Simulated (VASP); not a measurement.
Band structure of SiC (zinc blende). Computed with optB88-vdW, VASP's PBE PAW potentials (set 64) (plane waves; VASP 6.6.1).

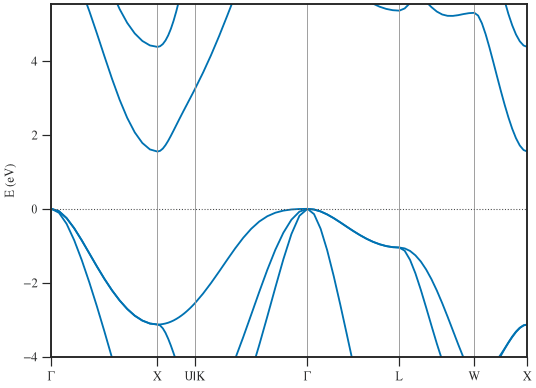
Bands along high-symmetry lines, zero at the valence-band maximum or, without a gap, the Fermi level

Question: Read the plot: is there a gap, and where are the band edges?

Answer: The gap is indirect, 1.55 eV, from the valence maximum at Γ to the conduction minimum at X. (Edges off the drawn lines would not show.)

Measured: gap 2.53 eV (computed value off by -0.98 eV), as given by Wei Chen et al., Physical Review Materials (2018), doi:10.1103/physrevmaterials.2.073803 [zero-point renormalisation of 0.11 eV added back (the table's ZPR column)].

The compound is SiC in the zinc blende structure. It was relaxed first.
